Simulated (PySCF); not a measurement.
```xyz
13

F    -1.1063    1.7830   -0.4541
C    -1.7594    0.5399   -0.3267
C    -0.9108   -0.4817    0.3067
F    -1.0602   -0.5908    1.6598
C     0.3451   -0.9778   -0.2332
Si    1.8242    0.2570    0.0962
H    -2.0269    0.2629   -1.3516
H    -2.6531    0.7357    0.2714
H     0.2533   -1.1308   -1.3061
H     0.6062   -1.9234    0.2413
H     3.0342   -0.4715   -0.2919
H     1.8232    0.5618    1.5231
H     1.6262    1.4361   -0.7363
```

Geometry: GFN2-xTB.

Computed with PySCF 2.14.0, density-fitted response routines, UKS B3LYP, pcH-1 on C F H Si, non-relativistic, mean-field spin-orbit, GIAO.

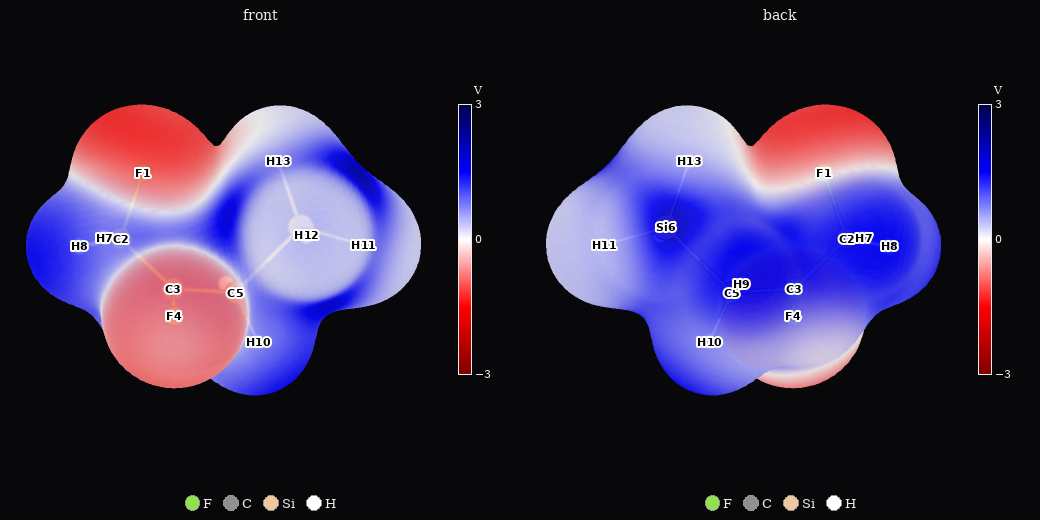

C₃H₇F₂Si (SMILES FC[C](F)C[SiH3]) (doublet). The molecular electrostatic potential painted on the density surface at 0.004 e/bohr³, seen from the front and from behind; the colour scale runs from red (negative) to blue (positive).

Describe the electrostatic potential map.

The most negative region (about −1.2 V) lies over F1, the most positive (about +2.0 V) over Si6.
